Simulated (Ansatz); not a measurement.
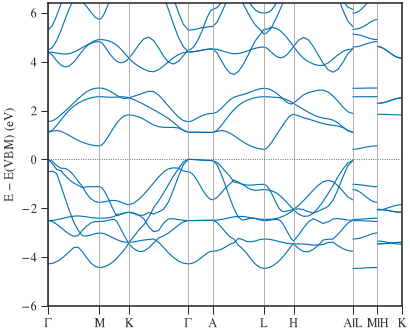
*Band structure from PBE in the plane-wave PAW code Ansatz*

Read off the gap and where the band edges lie.

About 0.4 eV (0.42 eV by a search for the band edges); maximum at Γ, minimum at L.

The material is ZrSe2 (CdI2 type, space group No. 164).

Space group P-3m1 (CdI2 type). Symmetry was held in the PBE relaxation. No spin polarisation was allowed. A crystal of weakly bound layers computed without a dispersion correction: the cell and the soft elastic constants depend strongly on that. Spin–orbit coupling is left out wherever it is not named.

Potentials: the later of the program's two PAW sets.
